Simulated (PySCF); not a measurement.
# B2P2H8: magnetic properties

Wanted: magnetic properties for B2P2H8.

Computed with PySCF 2.14.0 and routines of our own; the level stands in each step. Atoms count from 0.

## Step 1: The system as given

12 atoms, charge 0, multiplicity 1; geometry from: GFN2-xTB.

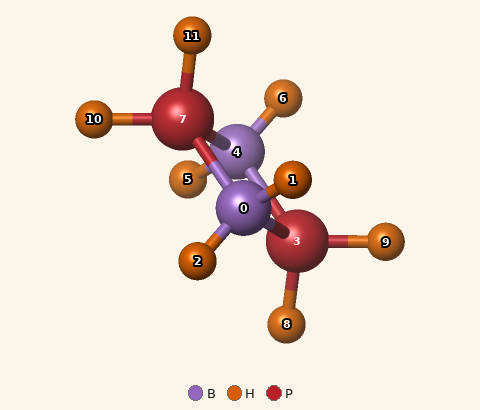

The starting geometry (boron purple, hydrogen orange, phosphorus red).

## Step 2: Magnetic properties: GIAO KT3/def2-SVP

Job settings and geometry (Å):

```
{"job": {"kind": "mag", "xc": "KT3", "basis": "def2-SVP"}, "charge": 0, "multiplicity": 1}
B     -1.396290     0.081360    -0.161460
H     -1.897670     0.759140    -0.993980
H     -2.151840    -0.521350     0.523800
P     -0.040670     1.044570     0.878130
B      1.397120    -0.076580     0.156140
H      1.909130    -0.750670     0.985130
H      2.143650     0.530590    -0.535240
P      0.040320    -1.046950    -0.875630
H     -0.195680     1.081730     2.257250
H      0.056630     2.418850     0.706780
H     -0.059040    -2.418610    -0.686530
H      0.194350    -1.102090    -2.254380
```

With the program's defaults for keys left out, this is: GIAO KT3/def2-SVP magnetisability, rotational g tensor and spin-rotation constants, non-relativistic, gas phase.

Run with:

```
OMP_NUM_THREADS=1 python excited_run.py task.json out
```

One launch serves the whole session: the jobs run in the order shown.

Standard output:

```text
coarse grid: 10384 points
cycle   1  E = -742.8838166756  dE =  2.188e-01  |g| = 4.498e-01  |ddm| = 3.317e+00
cycle   2  E = -742.7933423315  dE =  9.047e-02  |g| = 6.609e-01  |ddm| = 1.628e+00
cycle   3  E = -742.9663707552  dE = -1.730e-01  |g| = 7.007e-02  |ddm| = 9.932e-01
cycle   4  E = -742.9679871747  dE = -1.616e-03  |g| = 2.035e-02  |ddm| = 1.487e-01
cycle   5  E = -742.9681187502  dE = -1.316e-04  |g| = 6.043e-03  |ddm| = 4.396e-02
cycle   6  E = -742.9681315193  dE = -1.277e-05  |g| = 2.988e-04  |ddm| = 1.214e-02
cycle   7  E = -742.9681315516  dE = -3.231e-08  |g| = 4.265e-05  |ddm| = 6.391e-04
final grid: 89248 points
cycle   8  E = -743.0904729444  dE = -2.524e-05  |g| = 3.992e-03  |ddm| = 3.372e-02
cycle   9  E = -743.0904679257  dE =  5.019e-06  |g| = 5.440e-03  |ddm| = 1.176e-02
cycle  10  E = -743.0904783505  dE = -1.042e-05  |g| = 7.036e-04  |ddm| = 7.475e-03
cycle  11  E = -743.0904785369  dE = -1.864e-07  |g| = 1.323e-04  |ddm| = 1.218e-03
cycle  12  E = -743.0904785426  dE = -5.774e-09  |g| = 2.787e-05  |ddm| = 2.801e-04
cycle  13  E = -743.0904785430  dE = -3.149e-10  |g| = 1.684e-06  |ddm| = 6.518e-05
converged SCF energy = -743.0904785430

Magnetisability tensor (1e-30 J/T^2)
    -1115.90       25.54      -29.79
       25.54     -995.12     -162.01
      -29.79     -162.01     -939.29
isotropic -1016.77   principal values   -1131.61  -1120.74   -797.97
isotropic susceptibility -61.231 1e-6 cm^3/mol

Inertial axes            a          b          c
rot. const./GHz      7.3476     3.4845     2.5633
chi total           -68.147    -67.492    -48.055
chi diamagnetic    -270.732   -429.030   -556.520
chi paramagnetic    202.585    361.538    508.465
quadrupole/D A       10.889    -11.987      1.098
g nuclear            0.6555     0.5921     0.5798
g electronic        -0.6993    -0.5918    -0.6123
g total             -0.0438     0.0002    -0.0325

Spin-rotation constants (kHz, H = +C I.J)
atom  isotope        aa         bb         cc
  0    11B        0.622      0.362      0.401
  1     1H       -0.738     -0.197      0.012
  2     1H       -0.738     -0.193      0.009
  3    31P       10.037      3.235      2.235
  4    11B        0.622      0.362      0.400
  5     1H       -0.738     -0.193      0.009
  6     1H       -0.738     -0.197      0.013
  7    31P       10.037      3.235      2.235
  8     1H       -0.280     -0.384     -0.059
  9     1H       -0.259     -0.384     -0.067
 10     1H       -0.273     -0.384     -0.062
 11     1H       -0.266     -0.384     -0.064
```

It took 19 s on 1 thread of Intel Xeon Platinum 8259CL at 2.50GHz, shared host; peak memory 0.4 GiB.

From this job:

| quantity | value |
| --- | --- |
| magnetisability | -1017·10⁻³⁰ J/T² |
| molar susceptibility | -61.2·10⁻⁶ cm³/mol |
| rotational g (a, b, c) | -0.0438, 0.0002, -0.0325 |

## Step 3: Magnetic properties: GIAO wB97X/def2-SVP

The job, as its differences from that of step 2:

```diff
@@ -1,2 +1,2 @@
-{"job": {"kind": "mag", "xc": "KT3", "basis": "def2-SVP"}, "charge": 0, "multiplicity": 1}
+{"job": {"kind": "mag", "xc": "wB97X", "basis": "def2-SVP"}, "charge": 0, "multiplicity": 1}
 B     -1.396290     0.081360    -0.161460
```

With the program's defaults for keys left out, this is: GIAO wB97X/def2-SVP magnetisability, rotational g tensor and spin-rotation constants, non-relativistic, gas phase.

Standard output:

```text
coarse grid: 10384 points
cycle   1  E = -736.8165640612  dE =  5.059e-01  |g| = 2.574e-01  |ddm| = 3.145e+00
cycle   2  E = -736.8440937039  dE = -2.753e-02  |g| = 9.763e-02  |ddm| = 5.350e-01
cycle   3  E = -736.8476530154  dE = -3.559e-03  |g| = 2.980e-02  |ddm| = 1.707e-01
cycle   4  E = -736.8480238428  dE = -3.708e-04  |g| = 6.042e-03  |ddm| = 5.516e-02
cycle   5  E = -736.8480432584  dE = -1.942e-05  |g| = 2.604e-03  |ddm| = 1.709e-02
cycle   6  E = -736.8480462211  dE = -2.963e-06  |g| = 4.731e-04  |ddm| = 5.054e-03
final grid: 89248 points
cycle   7  E = -736.9397202239  dE = -8.671e-05  |g| = 5.122e-03  |ddm| = 3.045e-02
cycle   8  E = -736.9397277122  dE = -7.488e-06  |g| = 2.419e-03  |ddm| = 1.057e-02
cycle   9  E = -736.9397298529  dE = -2.141e-06  |g| = 5.157e-04  |ddm| = 3.579e-03
cycle  10  E = -736.9397300047  dE = -1.518e-07  |g| = 1.774e-04  |ddm| = 1.405e-03
cycle  11  E = -736.9397300188  dE = -1.412e-08  |g| = 2.978e-05  |ddm| = 4.546e-04
cycle  12  E = -736.9397300197  dE = -9.225e-10  |g| = 5.306e-06  |ddm| = 1.510e-04
converged SCF energy = -736.9397300197

Magnetisability tensor (1e-30 J/T^2)
    -1166.02       23.59      -27.69
       23.59    -1052.32     -148.57
      -27.69     -148.57    -1001.07
isotropic -1073.14   principal values   -1177.47  -1170.51   -871.44
isotropic susceptibility -64.626 1e-6 cm^3/mol

Inertial axes            a          b          c
rot. const./GHz      7.3476     3.4845     2.5633
chi total           -70.909    -70.490    -52.480
chi diamagnetic    -272.445   -429.851   -557.724
chi paramagnetic    201.536    359.361    505.245
quadrupole/D A       11.682    -12.709      1.027
g nuclear            0.6555     0.5921     0.5798
g electronic        -0.6957    -0.5883    -0.6084
g total             -0.0401     0.0038    -0.0286

Spin-rotation constants (kHz, H = +C I.J)
atom  isotope        aa         bb         cc
  0    11B        0.561      0.331      0.349
  1     1H       -0.750     -0.204     -0.005
  2     1H       -0.750     -0.200     -0.008
  3    31P        9.663      3.075      1.994
  4    11B        0.561      0.331      0.349
  5     1H       -0.750     -0.200     -0.008
  6     1H       -0.750     -0.204     -0.005
  7    31P        9.663      3.075      1.993
  8     1H       -0.294     -0.394     -0.068
  9     1H       -0.273     -0.394     -0.076
 10     1H       -0.287     -0.394     -0.071
 11     1H       -0.281     -0.394     -0.073
```

It took 17 s on 1 thread of Intel Xeon Platinum 8259CL at 2.50GHz, shared host; peak memory 0.54 GiB.

From this job:

| quantity | value |
| --- | --- |
| magnetisability | -1073·10⁻³⁰ J/T² |
| molar susceptibility | -64.6·10⁻⁶ cm³/mol |
| rotational g (a, b, c) | -0.0401, 0.0038, -0.0286 |

## Step 4: Magnetic properties side by side

| level | ξ (10⁻³⁰ J/T²) | g(a) | g(b) | gap (eV) | functions | time |
| --- | --- | --- | --- | --- | --- | --- |
| GIAO KT3/def2-SVP | -1017 | -0.0438 | 0.0002 | 5.36 | 104 | 19 s |
| GIAO wB97X/def2-SVP | -1073 | -0.0401 | 0.0038 | 11.81 | 104 | 17 s |

## Step 5: Outcome

| quantity | value |
| --- | --- |
| magnetisability (step 2, GIAO KT3/def2-SVP) | -1017·10⁻³⁰ J/T² |
| molar susceptibility (step 2, GIAO KT3/def2-SVP) | -61.2·10⁻⁶ cm³/mol |
| rotational g (a, b, c) (step 2, GIAO KT3/def2-SVP) | -0.0438, 0.0002, -0.0325 |
| magnetisability over the levels | -1073 to -1017·10⁻³⁰ J/T² |

The magnetisability spreads by 5.4 % over 2 levels of like cost. Vibrational averaging and real surroundings are missing from these values.
